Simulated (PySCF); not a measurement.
## A study: BiH2(NMe2) (C2H8BiN)

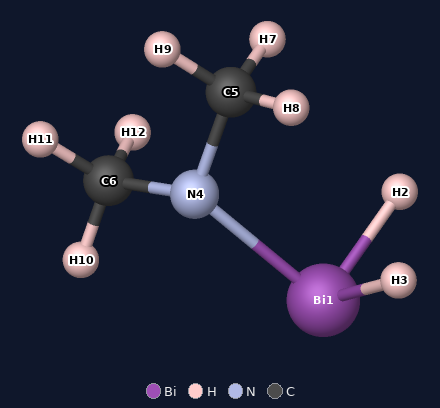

The molecule, with its atoms numbered as below. No frequency check shows the geometry to be a minimum.

Cartesian coordinates (Å):

```
Bi1      0.6058   -0.0294    0.0029
H2       0.4538    0.7319   -1.6088
H3       0.7995    1.5988    0.6753
N4      -1.5343    0.0039    0.3741
C5      -2.2030    1.1995   -0.0670
C6      -2.2077   -1.1897   -0.0759
H7      -2.2075    1.3081   -1.1633
H8      -1.6983    2.0613    0.3619
H9      -3.2398    1.1866    0.2810
H10     -1.6975   -2.0679    0.3194
H11     -3.2335   -1.1897    0.3039
H12     -2.2560   -1.2768   -1.1746
```

Part 1: Bonding charge

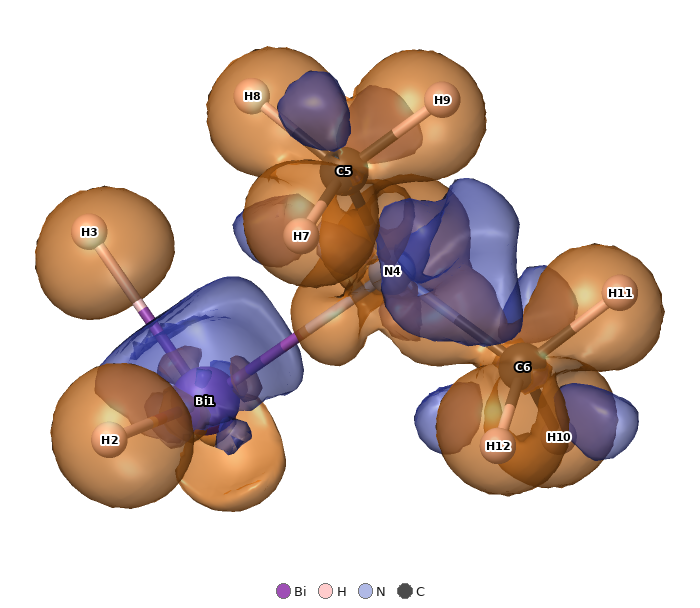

Deformation density (molecule less spherical, spin-averaged free atoms at the same positions), surfaces at ±0.07 e/Å³; orange: gain, blue: loss.

Level of theory: PBE/def2-SVPD (PySCF), at a geometry from GFN2-xTB. Core potentials replace the inner electrons of Bi; spin–orbit coupling isn't included.

Describe the bonding that the map shows.

Answer. The five largest and four smallest: C5–H8: +0.68 e/Å³ at the bond critical point (bond length 1.09 Å). C6–H10: +0.67 e/Å³ at the bond critical point (bond length 1.09 Å). C6–H11: +0.66 e/Å³ at the bond critical point (bond length 1.09 Å). C5–H9: +0.66 e/Å³ at the bond critical point (bond length 1.09 Å). C5–H7: +0.64 e/Å³ at the bond critical point (bond length 1.10 Å). N4–C5: +0.32 e/Å³ at the bond critical point (bond length 1.44 Å). Bi1–H3: +0.15 e/Å³ at the bond critical point (bond length 1.77 Å). Bi1–H2: +0.14 e/Å³ at the bond critical point (bond length 1.79 Å). Bi1–N4: +0.04 e/Å³ at the bond critical point (bond length 2.17 Å); up to 0.6 Å beside the axis the gain reaches +0.15 e/Å³. In all, 2.3 electrons gather in the regions of gain relative to the promolecule. A small or negative value marks a very polar bond, one between electron-rich atoms, whose free-atom densities already overlap strongly, a long bond to a heavier atom, or a closed-shell contact such as a hydrogen bond.

Part 2: Bond critical points

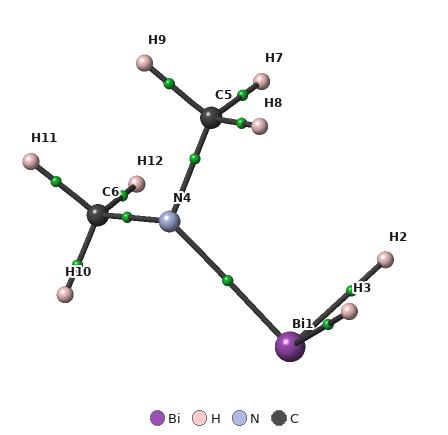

Molecular graph of the electron density (QTAIM): bond paths, bond critical points (green), ring points (magenta, if any); weak paths are dashed.

How many critical points of each kind are there, and does the count close?

Answer. 12 nuclei, 11 bond, 0 ring and 0 cage critical points: 12 − 11 + 0 − 0 = 1, as the Poincaré–Hopf relation requires.

Tabulate density, Laplacian, ellipticity and energy density at the bond critical points (atomic units).

Answer.
```csv
bond,length (Å),ρ (a.u.),∇²ρ (a.u.),ε,H (a.u.)
C5–H8,1.087,0.280,−1.04,0.02,−0.302
C6–H10,1.090,0.277,−1.01,0.03,−0.297
N4–C5,1.439,0.275,−0.75,0.04,−0.319
C6–H11,1.094,0.275,−0.99,0.02,−0.291
C5–H9,1.094,0.274,−0.99,0.03,−0.291
N4–C6,1.442,0.274,−0.74,0.05,−0.311
C5–H7,1.102,0.270,−0.95,0.03,−0.281
C6–H12,1.103,0.269,−0.94,0.03,−0.279
Bi1–H3,1.772,0.111,+0.09,0.03,−0.047
Bi1–H2,1.789,0.107,+0.09,0.02,−0.044
Bi1–N4,2.172,0.099,+0.27,0.10,−0.024
```

What kind of interaction is C6–H12?

Answer. Shared-shell (covalent): ρ = 0.269, ∇²ρ = −0.94, H = −0.279 a.u.

Part 3: Electrostatic potential

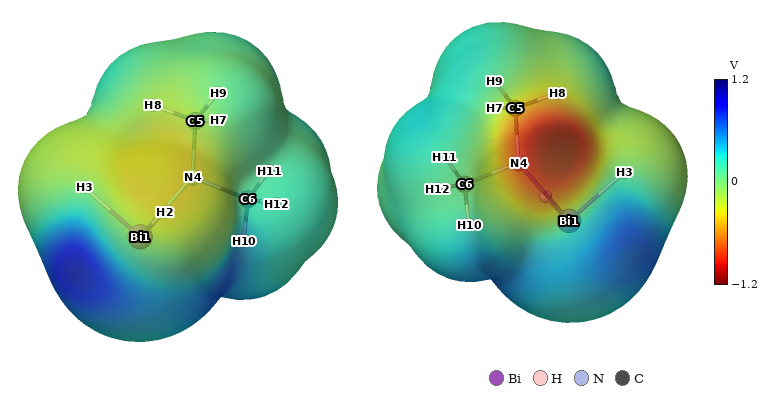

Electrostatic potential on the surface of electron density 0.001 a.u. (back view left, front view right).

Where are the extremes of the potential on the surface?

Answer. Highest: 1.08 V, off the Bi1–H3 bond (2.2 to 2.3 Å from its atoms). Further maxima include 0.80 V, near H12 (2.27 Å), Bi1 (2.32 Å), H2 (2.45 Å) and H10 (2.49 Å); 0.59 V, off the Bi1–H3 bond (2.3 Å from its atoms). Lowest: −1.20 V, 2.0 Å from N4. Further minima include −0.33 V, 1.6 Å from H2; −0.04 V, 1.5 Å from H7. The surface is sampled at points, so like sites can differ by a few per cent and only the strongest of them is named.

Part 4: Excited states

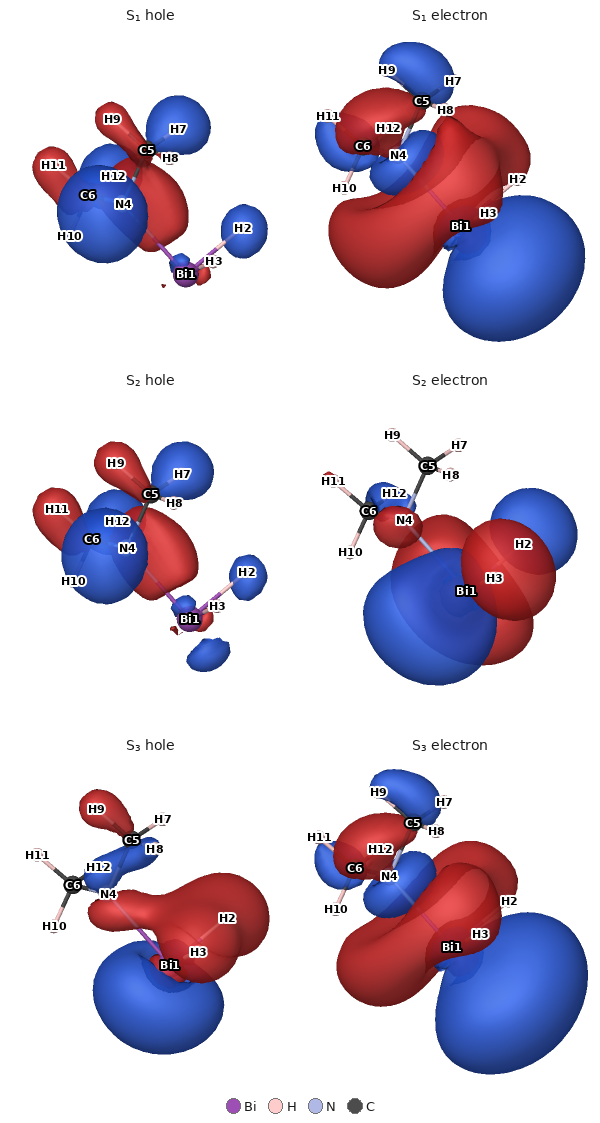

Leading natural transition orbitals (TDA singlet states).

Method: ωB97X/def2-TZVP; geometry: GFN2-xTB; program: PySCF. Core potentials replace the inner electrons of Bi; spin–orbit coupling isn't included. Without diffuse functions Rydberg states are missing, so the states' numbers hold for this basis only.

Describe these excited states.

Answer. By state:
- S₁: 4.44 eV (279 nm), f = 0.038; the leading pair carries 99 %; hole on N4 (58 %), Bi1 (8 %) and C5 and C6 (8 % each), electron on Bi1 (60 %) and N4 (16 %); their centroids lie 1.8 Å apart.
- S₂: 5.58 eV (222 nm), f = 0.009; the leading pair carries 88 %; hole on N4 (50 %), Bi1 (17 %) and C5 and C6 (7 % each), electron on Bi1 (64 %), H3 (13 %) and H2 (10 %); their centroids lie 1.8 Å apart.
- S₃: 5.79 eV (214 nm), f = 0.050; the leading pair carries 75 %; hole on Bi1 (51 %), N4 (17 %) and H2 (12 %), electron on Bi1 (62 %), N4 (11 %) and H3 (8 %) (shares are of the whole state, not of the leading pair alone); their centroids lie 0.5 Å apart.
